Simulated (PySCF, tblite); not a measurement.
# C₁₄H₁₁F₉O₃S: electronic excitations, NMR shifts

Aim: compute the electronic excitations, NMR shifts of C₁₄H₁₁F₉O₃S (`CC(C)(C(=O)c1ccccc1)S(=O)(=O)C(F)(F)C(F)(F)C(F)(F)C(F)(F)F`).

Computed with tblite 0.8.0 and PySCF 2.14.0 and routines of our own; the level stands in each step. Atoms count from 0.

### Step 1. The starting structure

38 atoms, charge 0, multiplicity 1; geometry from: force field, distance geometry or constructed start.

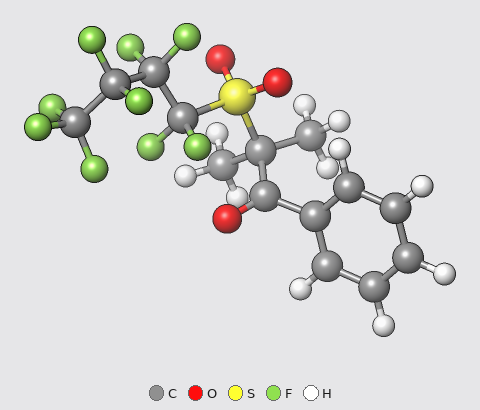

The starting geometry (carbon grey, oxygen red, sulfur yellow, fluorine green, hydrogen white).

### Step 2. Geometry optimisation with GFN2-xTB

What the job is given:

```
{"job": {"kind": "relax", "xc": "GFN2-xTB", "basis": "xTB"}, "charge": 0, "multiplicity": 1}
C      0.034000    -1.929200     1.867600
C     -0.509000    -0.557500     1.391500
C     -1.598700    -0.149000     2.396600
C     -0.989800    -0.710100    -0.044200
O     -0.314600    -1.298900    -0.881600
C     -2.327200    -0.235400    -0.462200
C     -2.657700     1.122500    -0.452200
C     -3.925500     1.522900    -0.864500
C     -4.851100     0.569700    -1.305000
C     -4.512200    -0.780200    -1.336800
C     -3.243300    -1.186100    -0.924500
S      0.807200     0.685100     1.423500
O      0.174700     1.961900     1.115100
O      1.481600     0.545800     2.705200
C      1.975500     0.290300     0.093300
F      2.268800    -1.042600     0.069600
F      1.459000     0.609200    -1.124700
C      3.254000     1.065100     0.308900
F      3.927200     0.584300     1.394200
F      2.973900     2.372900     0.611700
C      4.174400     1.072100    -0.890400
F      5.290100     1.807200    -0.578900
F      3.599300     1.736300    -1.927800
C      4.601600    -0.322800    -1.330900
F      3.581600    -1.027300    -1.847000
F      5.549200    -0.260500    -2.293100
F      5.122600    -1.035700    -0.308900
H     -0.769200    -2.679400     1.857200
H      0.831200    -2.309300     1.230100
H      0.424100    -1.878000     2.893700
H     -2.450100    -0.837600     2.362800
H     -1.988700     0.861600     2.205600
H     -1.220900    -0.141000     3.420800
H     -1.946400     1.880000    -0.132900
H     -4.194800     2.576600    -0.861800
H     -5.840300     0.890900    -1.636800
H     -5.226800    -1.514200    -1.701700
H     -2.969700    -2.235100    -0.970600
```

Command:

```
$ OMP_NUM_THREADS=1 python large_run.py task.json out
```

The driver reads the jobs from task.json and runs them one after another.

What it wrote:

```text
step      E/eV     max force
  0   -2545.28157    3.637
  1   -2545.60860    1.613
  2   -2545.68030    1.075
  3   -2545.72812    0.436
  4   -2545.75209    0.269
  5   -2545.76886    0.277
  6   -2545.78532    0.260
  7   -2545.79722    0.253
  8   -2545.80800    0.194
  9   -2545.81672    0.206
 10   -2545.82404    0.222
 11   -2545.83070    0.195
 12   -2545.83786    0.189
 13   -2545.84579    0.220
 14   -2545.85261    0.196
 15   -2545.85766    0.163
 16   -2545.86127    0.100
 17   -2545.86416    0.109
 18   -2545.86693    0.121
 19   -2545.86970    0.106
 20   -2545.87239    0.090
 21   -2545.87370    0.069
 22   -2545.87622    0.104
 23   -2545.87700    0.136
 24   -2545.87850    0.125
 25   -2545.88102    0.081
 26   -2545.88231    0.087
 27   -2545.88451    0.102
 28   -2545.88642    0.109
 29   -2545.88836    0.090
 30   -2545.89008    0.112
 31   -2545.89171    0.111
 32   -2545.89316    0.092
 33   -2545.89461    0.085
 34   -2545.89630    0.095
 35   -2545.89836    0.094
 36   -2545.90023    0.109
 37   -2545.90209    0.093
 38   -2545.90417    0.123
 39   -2545.90682    0.157
 40   -2545.91001    0.172
 41   -2545.91327    0.140
 42   -2545.91579    0.075
 43   -2545.91730    0.085
 44   -2545.91820    0.065
 45   -2545.91884    0.061
 46   -2545.91935    0.041
 47   -2545.91980    0.053
 48   -2545.92026    0.053
 49   -2545.92076    0.064
 50   -2545.92123    0.054
 51   -2545.92161    0.033
 52   -2545.92189    0.028
 53   -2545.92213    0.041
 54   -2545.92240    0.050
 55   -2545.92274    0.039
 56   -2545.92304    0.031
 57   -2545.92326    0.021
 58   -2545.92342    0.026
 59   -2545.92356    0.022
 60   -2545.92369    0.021
 61   -2545.92383    0.021
 62   -2545.92399    0.023
 63   -2545.92416    0.024
 64   -2545.92431    0.020
```

Run time: 3.5 s. Hardware: 1 thread of Arm Neoverse N1, shared host; peak memory 0.18 GiB.

Step by step:

| step | energy from step 0 (eV) | largest force (eV/Å) |
| --- | --- | --- |
| 0 | 0.0000 | 3.6369 |
| 1 | -0.3270 | 1.6135 |
| 2 | -0.3987 | 1.0753 |
| 3 | -0.4466 | 0.4366 |
| 4 | -0.4705 | 0.2688 |
| 5 | -0.4873 | 0.2773 |
| 6 | -0.5037 | 0.2606 |
| 7 | -0.5156 | 0.2526 |
| 8 | -0.5264 | 0.1936 |
| 12 | -0.5563 | 0.1891 |
| 17 | -0.5826 | 0.1085 |
| 22 | -0.5947 | 0.1035 |
| 26 | -0.6007 | 0.0864 |
| 31 | -0.6101 | 0.1109 |
| 36 | -0.6187 | 0.1088 |
| 41 | -0.6317 | 0.1400 |
| 45 | -0.6373 | 0.0609 |
| 50 | -0.6397 | 0.0546 |
| 55 | -0.6412 | 0.0387 |
| 60 | -0.6421 | 0.0212 |
| 61 | -0.6423 | 0.0218 |
| 62 | -0.6424 | 0.0231 |
| 63 | -0.6426 | 0.0242 |
| 64 | -0.6427 | 0.0202 |

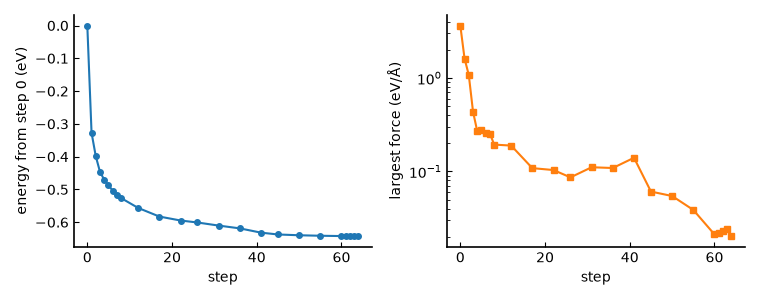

Energy and force, step by step.

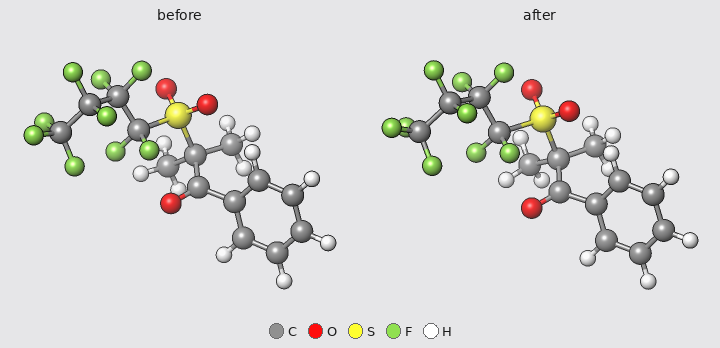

Before and after, at one scale.

Close pairs (by a distance rule), those that changed most:

| bond | before (Å) | after (Å) | change (Å) |
| --- | --- | --- | --- |
| S11–C14 | 1.814 | 1.935 | +0.121 |
| C17–C20 | 1.512 | 1.563 | +0.052 |
| C1–S11 | 1.810 | 1.857 | +0.047 |
| C20–C23 | 1.524 | 1.560 | +0.036 |
| C0–C1 | 1.550 | 1.517 | -0.033 |
| S11–O12 | 1.458 | 1.427 | -0.031 |
| S11–O13 | 1.455 | 1.426 | -0.029 |
| C14–C17 | 1.510 | 1.539 | +0.028 |

The end geometry stands in the next job.

### Step 3. Electronic excitations: TDA PBE0/6-31G*

What the job is given:

```
{"job": {"kind": "uv", "basis": "6-31G*", "grid": 1, "kgrid": 0, "vcut": 1.5, "nstates": 6, "ntriplets": 2, "tda": true, "delta": ["ip_vertical"], "pop": true, "xc": "PBE0"}, "charge": 0, "multiplicity": 1}
C      0.046040    -1.929037     1.985427
C     -0.628607    -0.688082     1.431601
C     -1.676261    -0.128413     2.376640
C     -1.071340    -0.896837    -0.019129
O     -0.393414    -1.574030    -0.753507
C     -2.366765    -0.319417    -0.444417
C     -2.642386     1.044443    -0.381216
C     -3.870347     1.513640    -0.813061
C     -4.830390     0.636429    -1.291518
C     -4.548827    -0.717175    -1.377911
C     -3.316201    -1.193377    -0.971812
S      0.655192     0.653543     1.395350
O      0.081897     1.871151     0.921448
O      1.362807     0.667869     2.633371
C      1.980191     0.226841     0.051949
F      2.285415    -1.082468     0.070521
F      1.457144     0.514272    -1.148875
C      3.254329     1.047987     0.316371
F      3.903472     0.515939     1.366814
F      2.918911     2.305004     0.653993
C      4.255955     1.133846    -0.880963
F      5.341409     1.818737    -0.476017
F      3.705923     1.830188    -1.889462
C      4.733990    -0.242837    -1.436364
F      3.790504    -0.811064    -2.176441
F      5.805837    -0.073432    -2.201455
F      5.060492    -1.083203    -0.460379
H     -0.706542    -2.610871     2.377278
H      0.608155    -2.442949     1.208983
H      0.719404    -1.650625     2.792455
H     -2.560763    -0.763823     2.371355
H     -1.966046     0.879407     2.092684
H     -1.269373    -0.096183     3.385385
H     -1.885162     1.734579    -0.042540
H     -4.078118     2.572158    -0.774770
H     -5.793250     1.008358    -1.608455
H     -5.287452    -1.401343    -1.767854
H     -3.082026    -2.244835    -1.044552
```

Level: TDA PBE0/6-31G*, vertical, gas phase, core orbitals frozen in the response, virtual orbitals cut by energy.

What it wrote:

```text
start: PBE on a coarse grid of 34527 points
cycle   1  E = -2059.7408252898  dE =  5.303e+00  |g| = 2.200e+00  |ddm| = 6.797e+00
cycle   2  E = -2052.2648315229  dE =  7.476e+00  |g| = 6.231e+00  |ddm| = 9.146e+00
cycle   3  E = -2060.3141580424  dE = -8.049e+00  |g| = 1.165e+00  |ddm| = 8.336e+00
cycle   4  E = -2060.5990211141  dE = -2.849e-01  |g| = 4.404e-01  |ddm| = 1.640e+00
cycle   5  E = -2060.6102084125  dE = -1.119e-02  |g| = 3.717e-01  |ddm| = 7.799e-01
cycle   6  E = -2060.6389665554  dE = -2.876e-02  |g| = 8.035e-02  |ddm| = 4.013e-01
cycle   7  E = -2060.6401771544  dE = -1.211e-03  |g| = 2.759e-02  |ddm| = 9.294e-02
cycle   8  E = -2060.6403174736  dE = -1.403e-04  |g| = 1.278e-02  |ddm| = 3.715e-02
cycle   9  E = -2060.6403525088  dE = -3.504e-05  |g| = 4.673e-03  |ddm| = 1.622e-02
final grid: 153802 points
cycle  10  E = -2060.5671121989  dE = -1.316e-02  |g| = 1.593e-01  |ddm| = 7.251e-01
cycle  11  E = -2060.5581497126  dE =  8.962e-03  |g| = 2.738e-01  |ddm| = 3.391e-01
cycle  12  E = -2060.5718392118  dE = -1.369e-02  |g| = 3.009e-02  |ddm| = 2.282e-01
cycle  13  E = -2060.5719971959  dE = -1.580e-04  |g| = 9.467e-03  |ddm| = 3.060e-02
cycle  14  E = -2060.5720175785  dE = -2.038e-05  |g| = 2.736e-03  |ddm| = 1.011e-02
cycle  15  E = -2060.5720158600  dE =  1.719e-06  |g| = 1.500e-03  |ddm| = 3.737e-03
cycle  16  E = -2060.5720205518  dE = -4.692e-06  |g| = 2.554e-04  |ddm| = 1.565e-03
cycle  17  E = -2060.5720184139  dE =  2.138e-06  |g| = 9.719e-05  |ddm| = 3.405e-04
converged SCF energy = -2060.5720184139
Vertical ionisation energy (delta-SCF) = 9.1510 eV   <S^2> = 0.768

Static polarisability (au): isotropic 163.423, principal 127.208 152.666 210.395

Singlet excitations
state   eV       nm        f      main configurations
  1   3.9552    313.5   0.00343   H-2->L 0.51, H->L 0.40
  2   4.8455    255.9   0.00862   H-1->L 0.88
  3   4.9630    249.8   0.17336   H->L 0.48, H-2->L 0.40
  4   5.6849    218.1   0.03762   H-3->L 0.92
  5   5.9402    208.7   0.00487   H->L+2 0.28, H-1->L+3 0.22, H->L+1 0.14
  6   6.0929    203.5   0.01692   H->L+1 0.48, H-2->L+1 0.37

Triplet excitations (Tamm-Dancoff, eV): 3.3181 3.9031
```

It took 6.8 min on 1 thread of Arm Neoverse N1, shared host; peak memory 0.73 GiB.

Frontier orbitals and where they lie:

| orbital | eV | atoms |
| --- | --- | --- |
| HOMO−4 | -9.26 | O12 39 %, O13 38 %, S11 6 % |
| HOMO−3 | -8.46 | O12 18 %, O13 14 %, C14 13 % |
| HOMO−2 | -7.85 | O4 35 %, C5 12 %, C1 11 % |
| HOMO−1 | -7.60 | C6 30 %, C9 30 %, C10 16 % |
| HOMO | -7.51 | C5 23 %, O4 23 %, C8 21 % |
| LUMO | -1.77 | C3 33 %, O4 24 %, C8 8 % |
| LUMO+1 | -0.49 | S11 23 %, C14 20 %, C1 10 % |
| LUMO+2 | -0.30 | C7 29 %, C10 28 %, C9 17 % |
| LUMO+3 | 0.04 | C5 20 %, C8 19 %, C9 12 % |

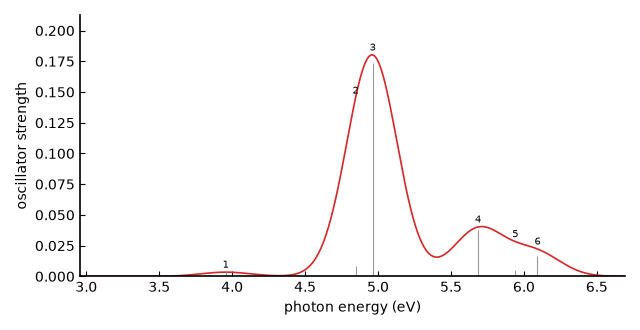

Absorption spectrum from the 6 singlet states computed; above the last one it falls off for lack of states. Lines are broadened to a width of 0.40 eV (Gaussian).

Ground-state properties from the same run:

| property | computed |
| --- | --- |
| dipole moment (D) | 4.64 |
| polarisability (Å³) | 24.22 |
| HOMO–LUMO gap (eV) | 5.73 |
| −ε(HOMO) (eV) | 7.51 |

### Step 4. NMR shifts: GIAO KT3/pcSseg-1

Settings changed since step 3:

```diff
@@ -1,2 +1,2 @@
-{"job": {"kind": "uv", "basis": "6-31G*", "grid": 1, "kgrid": 0, "vcut": 1.5, "nstates": 6, "ntriplets": 2, "tda": true, "delta": ["ip_vertical"], "pop": true, "xc": "PBE0"}, "charge": 0, "multiplicity": 1}
+{"job": {"kind": "nmr", "xc": "KT3", "basis": "pcSseg-1", "pop": false}, "charge": 0, "multiplicity": 1}
 C      0.046040    -1.929037     1.985427
```

Method: GIAO KT3/pcSseg-1 NMR shielding, non-relativistic, gas phase.

What it wrote:

```text
start: PBE on a coarse grid of 34527 points
cycle   1  E = -2059.2399151126  dE =  5.258e+00  |g| = 2.192e+00  |ddm| = 6.313e+00
cycle   2  E = -2051.8518426298  dE =  7.388e+00  |g| = 6.248e+00  |ddm| = 9.535e+00
cycle   3  E = -2059.7764411489  dE = -7.925e+00  |g| = 1.172e+00  |ddm| = 8.833e+00
cycle   4  E = -2060.0452849605  dE = -2.688e-01  |g| = 4.578e-01  |ddm| = 1.667e+00
cycle   5  E = -2060.0558146033  dE = -1.053e-02  |g| = 3.860e-01  |ddm| = 8.371e-01
cycle   6  E = -2060.0853421771  dE = -2.953e-02  |g| = 8.057e-02  |ddm| = 4.186e-01
cycle   7  E = -2060.0864489463  dE = -1.107e-03  |g| = 3.122e-02  |ddm| = 9.254e-02
cycle   8  E = -2060.0866245777  dE = -1.756e-04  |g| = 1.297e-02  |ddm| = 3.823e-02
cycle   9  E = -2060.0866631736  dE = -3.860e-05  |g| = 4.811e-03  |ddm| = 1.581e-02
final grid: 326127 points
cycle  10  E = -2087.3722840724  dE = -4.305e-02  |g| = 5.200e-01  |ddm| = 9.707e-01
cycle  11  E = -2087.2538294213  dE =  1.185e-01  |g| = 9.864e-01  |ddm| = 1.042e+00
cycle  12  E = -2087.4016467372  dE = -1.478e-01  |g| = 1.982e-01  |ddm| = 8.779e-01
cycle  13  E = -2087.4085247370  dE = -6.878e-03  |g| = 7.143e-02  |ddm| = 2.411e-01
cycle  14  E = -2087.4094473847  dE = -9.226e-04  |g| = 1.625e-02  |ddm| = 7.535e-02
cycle  15  E = -2087.4094950094  dE = -4.762e-05  |g| = 7.507e-03  |ddm| = 2.465e-02
cycle  16  E = -2087.4095062822  dE = -1.127e-05  |g| = 1.583e-03  |ddm| = 8.215e-03
cycle  17  E = -2087.4095083196  dE = -2.037e-06  |g| = 8.258e-04  |ddm| = 2.579e-03
cycle  18  E = -2087.4095066651  dE =  1.654e-06  |g| = 3.129e-04  |ddm| = 9.699e-04
cycle  19  E = -2087.4095094590  dE = -2.794e-06  |g| = 7.974e-05  |ddm| = 3.306e-04
converged SCF energy = -2087.4095094590

GIAO shielding tensors (ppm)
atom      isotropic    diamagn.    paramagn.     s11        s22        s33       span
  0 C      160.474     249.544     -89.070    147.654    149.758    184.010     36.356
  1 C      102.292     266.439    -164.147     83.068     84.869    138.938     55.870
  2 C      162.146     248.714     -86.568    150.229    159.917    176.292     26.063
  3 C       -8.591     253.196    -261.787    -88.146    -27.926     90.299    178.445
  4 O     -305.901     409.864    -715.765   -875.835   -376.043    334.175   1210.010
  5 C       51.401     266.504    -215.104    -29.587     30.810    152.980    182.567
  6 C       63.369     253.971    -190.603    -26.282     34.342    182.046    208.328
  7 C       63.347     251.764    -188.418    -36.445     50.924    175.562    212.007
  8 C       59.882     251.450    -191.568    -41.004     46.450    174.201    215.205
  9 C       62.363     252.199    -189.835    -37.803     51.006    173.888    211.691
 10 C       63.127     244.739    -181.612    -34.147     52.799    170.730    204.877
 11 S      202.713    1059.383    -856.670     66.417    205.369    336.352    269.935
 12 O      109.831     407.535    -297.705     55.482    107.321    166.688    111.205
 13 O      119.947     401.575    -281.627     85.682    114.185    159.975     74.292
 14 C       58.861     253.043    -194.182     46.937     60.366     69.282     22.345
 15 F      262.946     481.656    -218.710    210.695    272.202    305.942     95.247
 16 F      258.506     483.352    -224.846    202.903    257.030    315.586    112.684
 17 C       68.815     245.590    -176.775     51.499     74.807     80.139     28.640
 18 F      281.904     471.194    -189.290    199.282    310.489    335.940    136.657
 19 F      303.232     478.091    -174.860    217.461    331.329    360.907    143.446
 20 C       70.063     251.088    -181.025     51.635     74.634     83.920     32.285
 21 F      301.561     459.132    -157.571    209.613    331.677    363.394    153.781
 22 F      294.077     478.086    -184.010    201.623    325.724    354.882    153.259
 23 C       59.707     245.489    -185.782     46.267     63.114     69.739     23.471
 24 F      250.154     483.863    -233.709    181.258    248.055    321.148    139.891
 25 F      258.474     457.981    -199.507    187.001    248.561    339.859    152.858
 26 F      250.415     474.620    -224.205    180.988    247.193    323.065    142.077
 27 H       30.572      31.830      -1.257     25.824     28.684     37.210     11.386
 28 H       28.771      34.661      -5.890     24.646     28.460     33.205      8.559
 29 H       29.648      33.504      -3.857     26.135     29.856     32.952      6.817
 30 H       30.714      31.541      -0.828     26.235     30.540     35.366      9.132
 31 H       29.432      32.931      -3.500     26.150     28.069     34.076      7.926
 32 H       30.122      30.884      -0.762     25.621     29.219     35.525      9.904
 33 H       23.024      37.287     -14.263     17.567     21.722     29.782     12.215
 34 H       24.280      31.229      -6.948     20.583     24.429     27.828      7.245
 35 H       24.268      27.032      -2.764     21.020     25.292     26.493      5.474
 36 H       24.298      27.867      -3.568     20.872     24.972     27.050      6.178
 37 H       24.536      34.365      -9.830     20.919     23.198     29.489      8.570
```

It took 2 min on 1 thread of Arm Neoverse N1, shared host; peak memory 0.77 GiB.

Shifts follow as δ = σ(reference) − σ, with reference shieldings (ppm) from runs at the same level and on the same kind of geometry: ¹H TMS 31.76, ¹³C TMS 184.7, ¹⁹F CFCl3 142.4, ¹⁷O H2O 330.8. The references are single molecules in the gas phase, so shifts against H2O, NH3, PH3, H3PO4 or CFCl3 are not on the usual liquid scales and can be off by tens of ppm. Atoms listed in one row are averaged.

| atoms | environment | σ (ppm) | δ (ppm) |
| --- | --- | --- | --- |
| C3 | ketone carbonyl carbon | -8.6 | 193.3 |
| C5 | substituted aromatic carbon | 51.4 | 133.3 |
| C14 | fully substituted sp3 carbon bonded to 2 F and S | 58.9 | 125.9 |
| C23 | CF3 carbon | 59.7 | 125.0 |
| C8 | aromatic CH | 59.9 | 124.8 |
| C7, C9 | aromatic CH | 62.9 | 121.9 |
| C6, C10 | aromatic CH | 63.2 | 121.5 |
| C17 | fully substituted sp3 carbon bonded to 2 F | 68.8 | 115.9 |
| C20 | fully substituted sp3 carbon bonded to 2 F | 70.1 | 114.7 |
| C1 | fully substituted sp3 carbon bonded to S, α to a carbonyl | 102.3 | 82.4 |
| C0, C2 | methyl carbon | 161.3 | 23.4 |
| H33, H37 | hydrogen on an aromatic CH | 23.78 | 7.98 |
| H35 | hydrogen on an aromatic CH | 24.27 | 7.49 |
| H34, H36 | hydrogen on an aromatic CH | 24.29 | 7.47 |
| H27, H28, H29, H30, H31, H32 | hydrogen on a methyl carbon | 29.88 | 1.88 |
| O4 | ketone oxygen | -305.9 | 636.7 |
| O12, O13 | S=O oxygen | 114.9 | 215.9 |
| S11 | sulfone sulfur | 203 | – |
| F24, F25, F26 | fluorine of a CF3 group | 253.0 | -110.6 |
| F15, F16 | fluorine of a CF2 group | 260.7 | -118.4 |
| F18, F19 | fluorine of a CF2 group | 292.6 | -150.2 |
| F21, F22 | fluorine of a CF2 group | 297.8 | -155.5 |

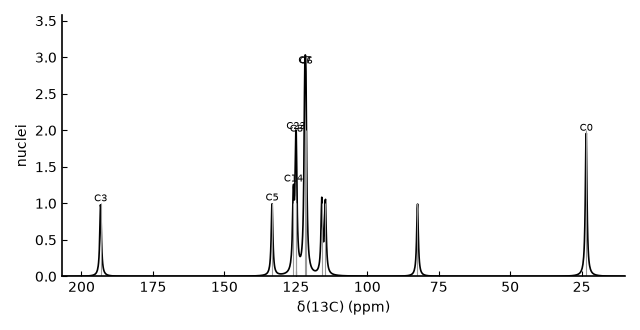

¹³C lines at the computed shifts, without couplings. Lines are broadened to a width of 0.68 ppm (Lorentzian).

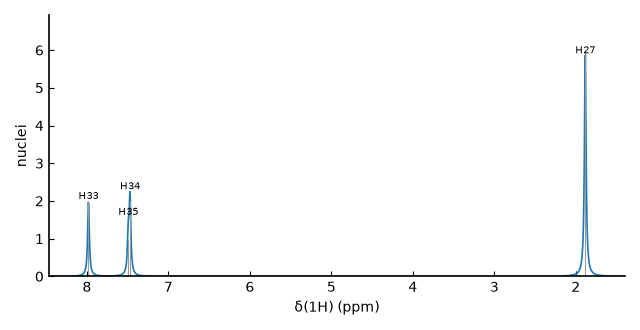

¹H lines at the computed shifts, without couplings. Lines are broadened to a width of 0.02 ppm (Lorentzian).

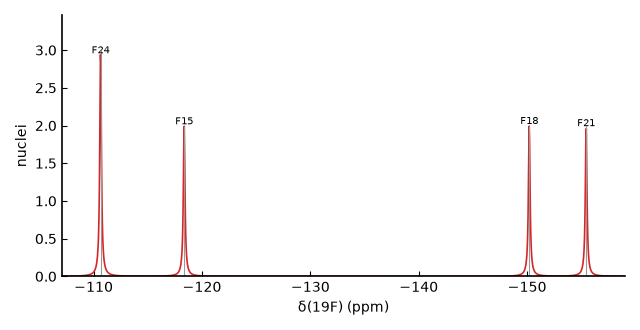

¹⁹F lines at the computed shifts, without couplings. Lines are broadened to a width of 0.18 ppm (Lorentzian).

Ring of atoms C5, C6, C7, C8, C9, C10: NICS(0) -8.6, NICS(1) -10.7, NICS(1)zz -27.0 ppm (means of both faces).

### Step 5. Summary of results

```
                                                                quantity                                                                          value
                                            lowest singlet (PBE0/6-31G*)                                                    3.96 eV (313 nm), f = 0.003
                                brightest single state of those computed                                                    state 3, 4.96 eV, f = 0.173
                                                          lowest triplet                                                                        3.32 eV
  ¹³C shifts against TMS (KT3/pcSseg-1, means over atoms taken as alike)  193.3, 133.3, 125.9, 125.0, 124.8, 121.9, 121.5, 115.9, 114.7, 82.4, 23.4 ppm
   ¹H shifts against TMS (KT3/pcSseg-1, means over atoms taken as alike)                                                     7.98, 7.49, 7.47, 1.88 ppm
  ¹⁷O shifts against H2O (KT3/pcSseg-1, means over atoms taken as alike)                                                               636.7, 215.9 ppm
¹⁹F shifts against CFCl3 (KT3/pcSseg-1, means over atoms taken as alike)                                             -110.6, -118.4, -150.2, -155.5 ppm
                                          shieldings of S (KT3/pcSseg-1)                                                                  S11 202.7 ppm
```

**Reading.** The lowest singlet, at 3.96 eV, is HOMO−2→LUMO 0.51, HOMO→LUMO 0.40 and is weak; of the 6 states computed, the strongest absorption comes from state 3 at 4.96 eV. The lowest triplet lies 0.64 eV below the lowest singlet. The most deshielded carbon is C3 (ketone carbonyl carbon), at 193.3 ppm: low-lying n→π* states of the double bond to the heteroatom give a large paramagnetic term (-262 ppm). At KT3/pcSseg-1: Shielding is most anisotropic at O4 (span 1210 ppm, paramagnetic term -716 ppm). NICS(1)zz of -27 ppm above the planar ring from C5 marks a diatropic (aromatic) ring current.
